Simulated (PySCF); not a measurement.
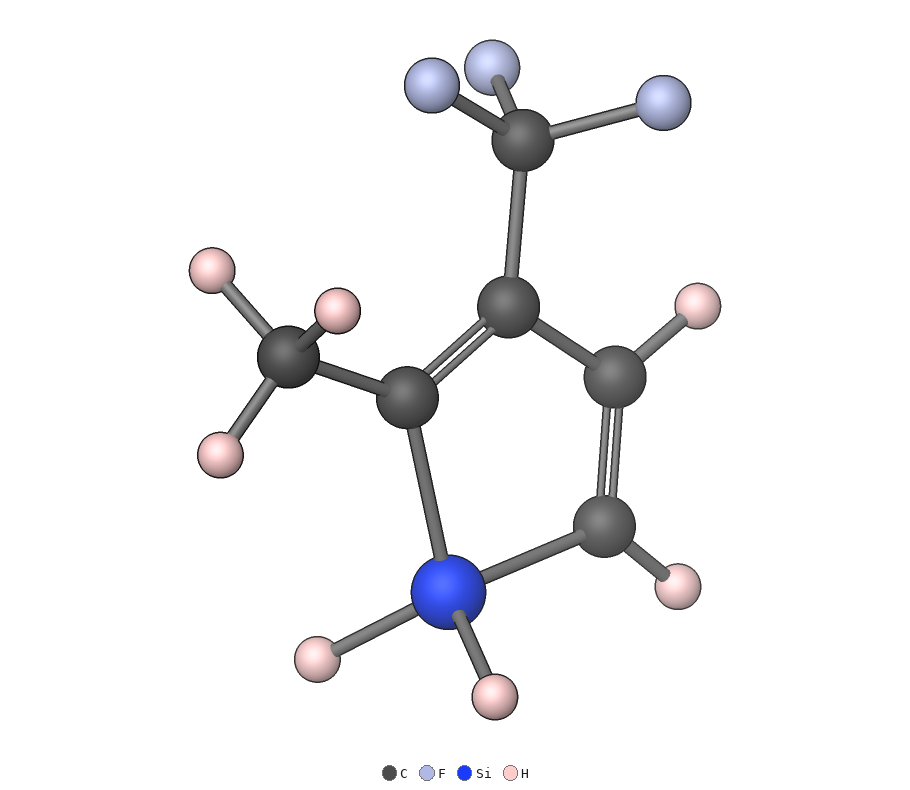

The geometry was computed by an optimisation with PBE0-D3(BJ)/def2-SVP. No frequency run is at hand to confirm it as a minimum.

Give the structural formula.

SMILES: CC1=C(C(F)(F)F)C=C[SiH2]1

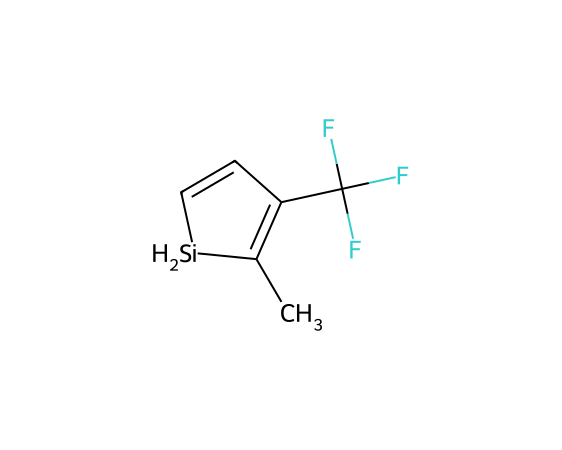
